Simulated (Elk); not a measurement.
# AlFe: a list in the functional

Aim: see how far moments and order energies of AlFe move with the functional, and what each set costs.

Main program and level: Elk 11.2.3 (patched build); several functionals; all-electron APW+lo, Dirac cores, scalar-relativistic bands.

## 1. Starting point

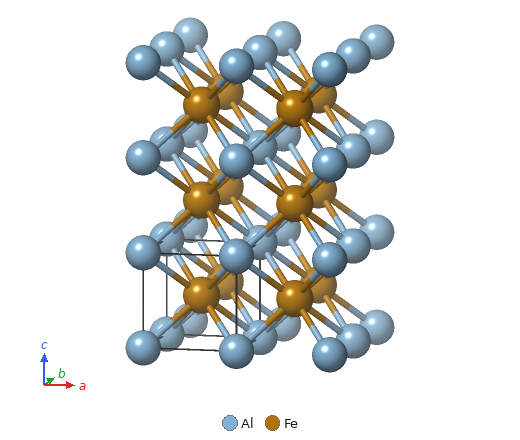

Start, viewed slightly off an axis; aluminium light blue, iron orange. 2×2×3 cells are drawn. Some periodic images of atoms are drawn too.

## 2. Set 1 (LDA (Perdew-Wang)), start ferro +

Each set takes another functional on the same cell and mesh.

Moments are seeded by fields in the spheres (the last three columns under atoms), set against the wanted direction and reduced each loop.

Input file elk.in:

```
tasks
  0

xctype
  3

rgkmax
  7.0

nempty
  12

swidth
  0.005

reducebf
  0.5

epsengy
  1e-05

maxscl
  100

lmaxi
  3

spinpol
  .true.

sppath
  './'

avec
  5.49910302266 0.00000000000 0.00000000000
  0.00000000000 5.49910302266 0.00000000000
  0.00000000000 0.00000000000 5.49910302266

atoms
  2
  'Al.in'
  1
  0.0000000000 0.0000000000 0.0000000000   0.000000 0.000000 0.000000
  'Fe.in'
  1
  0.5000000000 0.5000000000 0.5000000000   0.000000 0.000000 -0.084000

ngridk
  8 8 8
```

Run with:

```sh
OMP_NUM_THREADS=2 elk
```

Numbers of over 12 decimals in the logs are rounded to 6 here.

The program printed:

```text
Warning(gndstate): core states of species 1 leak from the muffin-tin :   0.5100092536E-03

--- INFO.OUT ---
┌─────────────────────────┐
│ Elk code version 11.2.3 │
└─────────────────────────┘

All units are atomic (Hartree, Bohr, etc.)

┌─────────────────────────────────────────────────┐
│ Ground-state run starting from atomic densities │
└─────────────────────────────────────────────────┘

Lattice vectors :
   5.499103023       0.000000000       0.000000000
   0.000000000       5.499103023       0.000000000
   0.000000000       0.000000000       5.499103023

Species : 1 (Al)
 parameters loaded from : Al.in
 name : aluminium
 nuclear charge    :   -13.00000000
 electronic charge :    13.00000000
 atomic mass :    49184.33496
 muffin-tin radius :    2.200000000
 number of radial points in muffin-tin :    397
 inner part over the whole radius :   0.9634586160E-02
 number on inner part of muffin-tin    :    276
 approximate nuclear radius :   0.5839653600E-04
 number of mesh points to nuclear radius :    122
 atomic positions (lattice), magnetic fields (Cartesian) :
  1 :   0.00000000  0.00000000  0.00000000    0.00000000  0.00000000  0.00000000

Species : 2 (Fe)
 parameters loaded from : Fe.in
 name : iron
 nuclear charge    :   -26.00000000
 electronic charge :    26.00000000
 atomic mass :    101799.2075
 muffin-tin radius :    2.400000000
 number of radial points in muffin-tin :    497
 inner part over the whole radius :   0.9741561398E-02
 number on inner part of muffin-tin    :    350
 approximate nuclear radius :   0.7160107270E-04
 number of mesh points to nuclear radius :    166
 atomic positions (lattice), magnetic fields (Cartesian) :
  1 :   0.50000000  0.50000000  0.50000000    0.00000000  0.00000000 -0.08400000

Total number of atoms per unit cell :    2
Total muffin-tin volume :    102.5080739
 ratio of muffin-tin to unit cell volume :   0.6164282097

Spin treatment :
 spin-polarised
 global magnetic field (Cartesian) :    0.000000000       0.000000000       0.000000000
 collinear magnetisation in z-direction

Number of Bravais lattice symmetries :   48
Number of crystal symmetries         :   48
Crystal has inversion symmetry
Real symmetric eigensolver will be used

k-point grid :      8     8     8
k-point offset :    0.000000000       0.000000000       0.000000000
k-point set is reduced with full crystal symmetry group
Total number of k-points :       35

Muffin-tin radius times maximum |G+k| :    7.000000000
 using average radius
Maximum |G+k| for APW functions       :    3.043478261
Maximum (1/2)|G+k|²                   :    4.631379962
Maximum |G| for potential and density :    12.00000000
Constant for pseudocharge density :    7
 order of it for each species :   14  14
 order of it for pair densities of each species (exact exchange by exxq0 0: 14) :    8  11
Radial integration step length :    1

G-vector grid sizes :     24    24    24
Number of G-vectors :     4945

Maximum angular momentum used for
 APW functions            :    8
 outer part of muffin-tin :    6
 inner part of muffin-tin :    3

Number of empty states         :     24
Total number of valence states :     74
Total number of core states    :     14

Third-order local-orbitals added for an l without core states : T
Total number of local-orbitals :     33

Exchange-correlation functional :      3     0     0
 Perdew-Wang/Ceperley-Alder, Phys. Rev. B 45, 13244 (1992)
 gradient requirement :    0
 local density approximation (LDA)

Smearing type :    3
 Fermi-Dirac
Smearing width :   0.5000000000E-02
Effective electronic temperature (K) :    1578.875124

Mixing type :    3
 Broyden mixing, J. Phys. A: Math. Gen. 17, L317 (1984)

Kohn-Sham potential initialised from atomic data

┌──────────────────────────────┐
│ Self-consistent loop started │
└──────────────────────────────┘

┌─────────────────┐
│ Loop number : 1 │
└─────────────────┘

Energies :
 Fermi                       :     0.215482
 sum of occupied eigenvalues :     -865.72381447609
 electron kinetic            :      1529.4057024742
 core electron kinetic       :      1325.6135047294
 Coulomb                     :     -2970.5759083461
 Coulomb potential           :     -2295.9090144649
 nuclear-nuclear             :     -267.28223373280
 electron-nuclear            :     -3119.8568549806
 Hartree                     :      416.56318036731
 Madelung                    :     -1822.6214011136
 xc potential                :     -99.122659059879
 xc effective B-field        :    -0.68880773287605E-01
 external B-field            :      0.000000
 exchange                    :     -68.315863875121
 correlation                 :     -3.225095
 electron entropic           :    -0.58981223413098E-02
 total energy                :     -1512.7170625479
 (external B-field energy excluded from total)

Density of states at Fermi energy :    74.92102403
 (states/Hartree/unit cell)

Estimated indirect band gap :   0.1322045611E-02
 from k-point 31 to k-point 22
Estimated direct band gap   :   0.2289058945E-02
 at k-point 23

Charges :
 core                        :    14.00000000
 valence                     :    25.00000000
 interstitial                :    2.244995495
 muffin-tins (core leakage)
  species : 1 (Al)
   atom 1                    :    11.30082151     (  0.5493683112E-03)
  species : 2 (Fe)
   atom 1                    :    25.45418299     ( -0.3613843495E-05)
 total in muffin-tins        :    36.75500451
 total calculated charge     :    38.99952457
 total charge                :    39.00000000
 error                       :   0.4754325930E-03

Moments :
 interstitial                :  -0.6235202988E-01
 muffin-tins
  species : 1 (Al)
   atom 1                    :  -0.6687467025E-01
  species : 2 (Fe)
   atom 1                    :    1.937578713
 total in muffin-tins        :    1.870704043
 total moment                :    1.808352013

[... earlier loops left out ...]

┌──────────────────┐
│ Loop number : 18 │
└──────────────────┘

Energies :
 Fermi                       :     0.299369
 sum of occupied eigenvalues :     -862.93148519385
 electron kinetic            :      1529.1399897989
 core electron kinetic       :      1325.9455343401
 Coulomb                     :     -2970.2480320492
 Coulomb potential           :     -2297.5940920092
 nuclear-nuclear             :     -267.28223373280
 electron-nuclear            :     -3117.4819128498
 Hartree                     :      414.51611453342
 Madelung                    :     -1821.4509860446
 xc potential                :     -94.468234733604
 xc effective B-field        :    -0.91483531478244E-02
 external B-field            :      0.000000
 exchange                    :     -68.189184946362
 correlation                 :     -3.226201
 electron entropic           :    -0.53407570249261E-02
 total energy                :     -1512.5287685261
 (external B-field energy excluded from total)

Density of states at Fermi energy :    64.64839674
 (states/Hartree/unit cell)

Estimated indirect band gap :   0.9710330208E-03
 from k-point 11 to k-point 12
Estimated direct band gap   :   0.5242481188E-02
 at k-point 16

Charges :
 core                        :    14.00000000
 valence                     :    25.00000000
 interstitial                :    2.308764862
 muffin-tins (core leakage)
  species : 1 (Al)
   atom 1                    :    11.38754544     (  0.5100092536E-03)
  species : 2 (Fe)
   atom 1                    :    25.30368970     ( -0.3613843651E-05)
 total in muffin-tins        :    36.69123514
 total calculated charge     :    38.99955184
 total charge                :    39.00000000
 error                       :   0.4481623932E-03

Moments :
 interstitial                :  -0.9388534068E-02
 muffin-tins
  species : 1 (Al)
   atom 1                    :  -0.2376177220E-01
  species : 2 (Fe)
   atom 1                    :   0.7103572930
 total in muffin-tins        :   0.6865955208
 total moment                :   0.6772069867

┌──────────────────────────────┐
│ Self-consistent loop stopped │
└──────────────────────────────┘

Warning : core states of species 1 leak from the muffin-tin :   0.5100092536E-03

Wrote STATE.OUT
```

The job ended after 23 s (2 threads of Arm Neoverse V2, shared host; peak memory 0.08 GiB).

Spin moment in the muffin-tin sphere by atom:

| atom | spin moment in the muffin-tin sphere (μB) |
| --- | --- |
| Al1 | -0.024 |
| Fe2 | 0.710 |

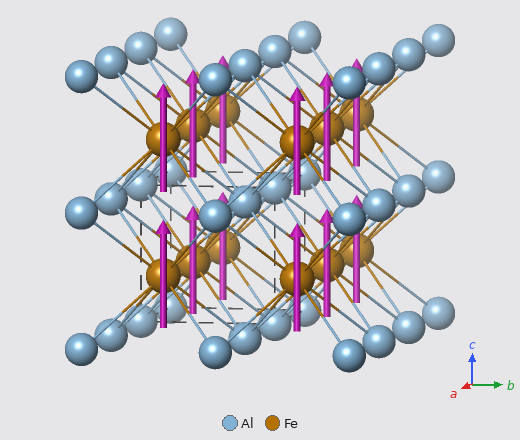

Spin moment in the muffin-tin sphere as arrows, the longest 0.710 μB. Up and down stand for the sign. Arrows give size and sign along the axis of quantisation, drawn up and down the page. 3×2×2 cells are drawn. Some periodic images of atoms are drawn too.

Read from the output:

```yaml
magnetization: 0.6772 μB
final_state: ferromagnetic
```

After 18 cycles the largest moment stands at 0.710 μB.

## 3. Set 1 (LDA (Perdew-Wang)), start antiferro q=(1/2,1/2,1/2) +-

The second start gives the energy difference between the two end states, the quantity that is followed from set to set. Its q is in fractions of the reciprocal vectors of the first run's cell.

Input file elk.in:

```
tasks
  0

xctype
  3

rgkmax
  7.0

nempty
  12

swidth
  0.005

reducebf
  0.5

epsengy
  1e-05

maxscl
  100

lmaxi
  3

spinpol
  .true.

sppath
  './'

avec
  10.99820604532 0.00000000000 0.00000000000
  5.49910302266 5.49910302266 0.00000000000
  5.49910302266 0.00000000000 5.49910302266

atoms
  2
  'Al.in'
  2
  0.0000000000 0.0000000000 0.0000000000   0.000000 0.000000 0.000000
  0.5000000000 0.0000000000 0.0000000000   0.000000 0.000000 0.000000
  'Fe.in'
  2
  0.7500000000 0.5000000000 0.5000000000   0.000000 0.000000 -0.084000
  0.2500000000 0.5000000000 0.5000000000   0.000000 0.000000 0.084000

ngridk
  4 8 8
```

Run with:

```sh
OMP_NUM_THREADS=2 elk
```

The program printed:

```text
Info(gndstate): no moment of its own; a second start begins; STATE.OUT holds the state before
Info(gndstate): the second start gave no lower state; one of another order, or behind a
 stronger field, isn't excluded
Warning(gndstate): core states of species 1 leak from the muffin-tin :   0.5099606964E-03

--- INFO.OUT ---
┌─────────────────────────┐
│ Elk code version 11.2.3 │
└─────────────────────────┘

All units are atomic (Hartree, Bohr, etc.)

┌─────────────────────────────────────────────────┐
│ Ground-state run starting from atomic densities │
└─────────────────────────────────────────────────┘

Lattice vectors :
   10.99820605       0.000000000       0.000000000
   5.499103023       5.499103023       0.000000000
   5.499103023       0.000000000       5.499103023

Species : 1 (Al)
 muffin-tin radius :    2.200000000
 atomic positions (lattice), magnetic fields (Cartesian) :
  1 :   0.00000000  0.00000000  0.00000000    0.00000000  0.00000000  0.00000000
  2 :   0.50000000  0.00000000  0.00000000    0.00000000  0.00000000  0.00000000

Species : 2 (Fe)
 muffin-tin radius :    2.400000000
 atomic positions (lattice), magnetic fields (Cartesian) :
  1 :  -0.25000000  0.50000000  0.50000000    0.00000000  0.00000000 -0.08400000
  2 :   0.25000000  0.50000000  0.50000000    0.00000000  0.00000000  0.08400000

Total number of atoms per unit cell :    4
Total muffin-tin volume :    205.0161478
 ratio of muffin-tin to unit cell volume :   0.6164282097

Spin treatment :
 spin-polarised
 global magnetic field (Cartesian) :    0.000000000       0.000000000       0.000000000
 collinear magnetisation in z-direction

Number of Bravais lattice symmetries :   48
Number of crystal symmetries         :   96
Crystal has inversion symmetry
[...]
nuclear-nuclear             :     -534.56446746561
 electron-nuclear            :     -6234.9324974660
 Hartree                     :      829.01959947991
 Madelung                    :     -3642.8849659896
 xc potential                :     -188.94121386546
 xc effective B-field        :    -0.54869772644518E-10
 external B-field            :      0.000000
 exchange                    :     -136.36698186254
 correlation                 :     -6.453885
 electron entropic           :    -0.13224101560678E-01
 total energy                :     -3025.0564064399
 (external B-field energy excluded from total)

Density of states at Fermi energy :    164.1728708
 (states/Hartree/unit cell)

Estimated indirect band gap :   0.6520546675E-03
 from k-point 5 to k-point 5
Estimated direct band gap   :   0.6520546675E-03
 at k-point 5

Charges :
 core                        :    28.00000000
 valence                     :    50.00000000
 interstitial                :    4.615201856
 muffin-tins (core leakage)
  species : 1 (Al)
   atom 1                    :    11.38712020     (  0.5099606964E-03)
   atom 2                    :    11.38712020     (  0.5099606964E-03)
  species : 2 (Fe)
   atom 1                    :    25.30527888     ( -0.3613843340E-05)
   atom 2                    :    25.30527888     ( -0.3613843340E-05)
 total in muffin-tins        :    73.38479814
 total calculated charge     :    77.99864712
 total charge                :    78.00000000
 error                       :   0.1352877056E-02

Moments :
 interstitial                :   0.5428927264E-22
 muffin-tins
  species : 1 (Al)
   atom 1                    :   0.5387608297E-27
   atom 2                    :  -0.5387608297E-27
  species : 2 (Fe)
   atom 1                    :  -0.4038716755E-04
   atom 2                    :   0.4038716755E-04
 total in muffin-tins        :    0.000000000
 total moment                :   0.5428927264E-22

┌──────────────────────────────┐
│ Self-consistent loop stopped │
└──────────────────────────────┘

Warning : core states of species 1 leak from the muffin-tin :   0.5099606964E-03

Wrote STATE.OUT
```

Elapsed: 2.4 min, on 2 threads; peak memory 0.15 GiB.

The moments died away, and this build then starts once more from a stronger push, within the same count of loops. That gave no lower state.

The spin moment in the muffin-tin sphere vanishes on all atoms.

Read from the output:

```yaml
final_state: non-magnetic
```

This start lies +15.4 meV a seeded atom from the first; its moments have collapsed.

## 4. Set 2 (PBE), start ferro +

Input file elk.in:

```
tasks
  0

xctype
  20

rgkmax
  7.0

nempty
  12

swidth
  0.005

reducebf
  0.5

epsengy
  1e-05

maxscl
  100

lmaxi
  3

spinpol
  .true.

sppath
  './'

avec
  5.49910302266 0.00000000000 0.00000000000
  0.00000000000 5.49910302266 0.00000000000
  0.00000000000 0.00000000000 5.49910302266

atoms
  2
  'Al.in'
  1
  0.0000000000 0.0000000000 0.0000000000   0.000000 0.000000 0.000000
  'Fe.in'
  1
  0.5000000000 0.5000000000 0.5000000000   0.000000 0.000000 -0.084000

ngridk
  8 8 8
```

Run with:

```sh
OMP_NUM_THREADS=2 elk
```

The program printed:

```text
Warning(gndstate): core states of species 1 leak from the muffin-tin :   0.4823538239E-03

--- INFO.OUT ---
┌─────────────────────────┐
│ Elk code version 11.2.3 │
└─────────────────────────┘

All units are atomic (Hartree, Bohr, etc.)

┌─────────────────────────────────────────────────┐
│ Ground-state run starting from atomic densities │
└─────────────────────────────────────────────────┘

Lattice vectors :
   5.499103023       0.000000000       0.000000000
   0.000000000       5.499103023       0.000000000
[...]
total calculated charge     :    38.99957540
 total charge                :    39.00000000
 error                       :   0.4246009971E-03

Moments :
 interstitial                :  -0.1623715060E-01
 muffin-tins
  species : 1 (Al)
   atom 1                    :  -0.3156174728E-01
  species : 2 (Fe)
   atom 1                    :   0.7717069920
 total in muffin-tins        :   0.7401452447
 total moment                :   0.7239080941

┌──────────────────────────────┐
│ Self-consistent loop stopped │
└──────────────────────────────┘

Warning : core states of species 1 leak from the muffin-tin :   0.4823538239E-03

Wrote STATE.OUT

[key lines of the parts left out:]
total energy                :     -1515.6488514145
```

Elapsed: 46 s, on 2 threads; peak memory 0.13 GiB.

This step gave:

```
magnetization  : 0.7239 μB
final state    : ferromagnetic
largest moment : 0.7717 μB
```

The largest moment moves by +0.06 μB from set 1, at 2.0 times its CPU time.

## 5. Set 2 (PBE), start antiferro q=(1/2,1/2,1/2) +-

Input file elk.in:

```
tasks
  0

xctype
  20

rgkmax
  7.0

nempty
  12

swidth
  0.005

reducebf
  0.5

epsengy
  1e-05

maxscl
  100

lmaxi
  3

spinpol
  .true.

sppath
  './'

avec
  10.99820604532 0.00000000000 0.00000000000
  5.49910302266 5.49910302266 0.00000000000
  5.49910302266 0.00000000000 5.49910302266

atoms
  2
  'Al.in'
  2
  0.0000000000 0.0000000000 0.0000000000   0.000000 0.000000 0.000000
  0.5000000000 0.0000000000 0.0000000000   0.000000 0.000000 0.000000
  'Fe.in'
  2
  0.7500000000 0.5000000000 0.5000000000   0.000000 0.000000 -0.084000
  0.2500000000 0.5000000000 0.5000000000   0.000000 0.000000 0.084000

ngridk
  4 8 8
```

Run with:

```sh
OMP_NUM_THREADS=2 elk
```

The program printed:

```text
Info(gndstate): no moment of its own; a second start begins; STATE.OUT holds the state before
Info(gndstate): the second start gave no lower state; one of another order, or behind a
 stronger field, isn't excluded
Warning(gndstate): core states of species 1 leak from the muffin-tin :   0.4823088226E-03

--- INFO.OUT ---
┌─────────────────────────┐
│ Elk code version 11.2.3 │
└─────────────────────────┘

All units are atomic (Hartree, Bohr, etc.)

┌─────────────────────────────────────────────────┐
[...]
error                       :   0.1297905256E-02

Moments :
 interstitial                :  -0.4958864859E-21
 muffin-tins
  species : 1 (Al)
   atom 1                    :   0.3038335436E-26
   atom 2                    :  -0.3038335436E-26
  species : 2 (Fe)
   atom 1                    :   0.2674377790E-03
   atom 2                    :  -0.2674377790E-03
 total in muffin-tins        :    0.000000000
 total moment                :  -0.4958864859E-21

┌──────────────────────────────┐
│ Self-consistent loop stopped │
└──────────────────────────────┘

Warning : core states of species 1 leak from the muffin-tin :   0.4823088226E-03

Wrote STATE.OUT

[key lines of the parts left out:]
total energy                :     -3031.2956981094
```

It took 5 min on 2 threads; peak memory 0.27 GiB.

The moments died away, and this build then starts once more from a stronger push, within the same count of loops. That gave no lower state.

This step gave:

- final state: non-magnetic

This start lies +27.3 meV a seeded atom from the first, a change of +11.9 meV since set 1; its moments have collapsed.

## 6. Set 3 (PBEsol), start ferro +

Input file elk.in:

```
tasks
  0

xctype
  22

rgkmax
  7.0

nempty
  12

swidth
  0.005

reducebf
  0.5

epsengy
  1e-05

maxscl
  100

lmaxi
  3

spinpol
  .true.

sppath
  './'

avec
  5.49910302266 0.00000000000 0.00000000000
  0.00000000000 5.49910302266 0.00000000000
  0.00000000000 0.00000000000 5.49910302266

atoms
  2
  'Al.in'
  1
  0.0000000000 0.0000000000 0.0000000000   0.000000 0.000000 0.000000
  'Fe.in'
  1
  0.5000000000 0.5000000000 0.5000000000   0.000000 0.000000 -0.084000

ngridk
  8 8 8
```

Run with:

```sh
OMP_NUM_THREADS=2 elk
```

The program printed:

```text
Warning(gndstate): core states of species 1 leak from the muffin-tin :   0.4937878584E-03

--- INFO.OUT ---
┌─────────────────────────┐
│ Elk code version 11.2.3 │
└─────────────────────────┘

All units are atomic (Hartree, Bohr, etc.)

┌─────────────────────────────────────────────────┐
│ Ground-state run starting from atomic densities │
└─────────────────────────────────────────────────┘

Lattice vectors :
   5.499103023       0.000000000       0.000000000
   0.000000000       5.499103023       0.000000000
[...]
total calculated charge     :    38.99956428
 total charge                :    39.00000000
 error                       :   0.4357188820E-03

Moments :
 interstitial                :  -0.1539040502E-01
 muffin-tins
  species : 1 (Al)
   atom 1                    :  -0.3003053013E-01
  species : 2 (Fe)
   atom 1                    :   0.7662055880
 total in muffin-tins        :   0.7361750579
 total moment                :   0.7207846528

┌──────────────────────────────┐
│ Self-consistent loop stopped │
└──────────────────────────────┘

Warning : core states of species 1 leak from the muffin-tin :   0.4937878584E-03

Wrote STATE.OUT

[key lines of the parts left out:]
total energy                :     -1514.0115922305
```

Elapsed: 44 s, on 2 threads; peak memory 0.13 GiB.

Read from the output:

```
magnetization  : 0.7208 μB
final state    : ferromagnetic
largest moment : 0.7662 μB
```

The largest moment moves by -0.01 μB from set 2, at 0.96 times its CPU time.

[end of part 1 of 2]

[Logs and program files are shortened in this print: banners, set-up blocks, solver, clock and traceback lines can be left out without a mark of their own.]

[Logs are printed without paths, hosts, clocks, repeated set-up lines and the standing remarks that a program may print on its own settings, such as how far it seeks lower states.]

[Hosts, paths, dates, database ids (printed as entryN), source tags and the programs' standing remarks are cut or masked in the printed files.]

[Where a cell is said to come from a database of computed structures, the database is the Materials Project.]
